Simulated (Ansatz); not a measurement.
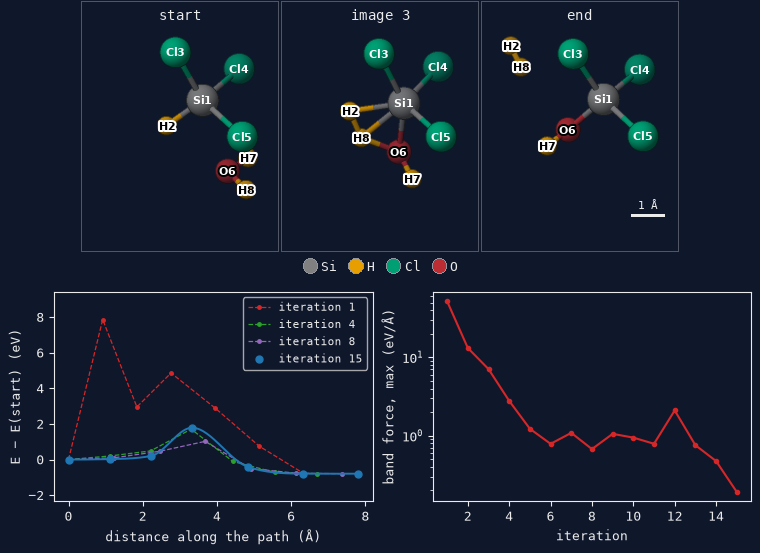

A nudged-elastic-band calculation for SiH$_{3}$OCl$_{3}$, made up at the start of SiHCl3 and H2O. Images are numbered from 0 (start) to 6 (end). The plot follows the band through its iterations. The picture is a ball-and-stick view, seen from a free direction.

These are results of Ansatz 0.2.0, RKS r2SCAN/6-31G*, not measurements. Run with 5 movable images; climbing image; force threshold 0.2 eV/Å; iteration limit 60; starting path through a guess of the saddle point.

> Judge this run.

The run met only a loose threshold, so the barrier can't be trusted yet. The band converged in 15 iterations. The largest component of the band force went from 52 to 0.19 eV/Å. The climbing image converged on the top of the path. Its curvatures weren't checked. The force threshold is so loose that the height of the top is at best an upper bound. The first iteration put the highest image at 7.86 eV. The energy climbs by 1.79 eV to image 3 and then falls by 2.58 eV, so the end point sits at −0.79 eV.

Limits of the set-up: the start holds two separate molecules, 2.6 Å apart at their closest, whose relative position is a soft coordinate and is computed without a dispersion correction.

Cost: 3.2 min on 4 threads of Arm Neoverse V1, with other jobs on the host, peak memory 0.18 GiB.
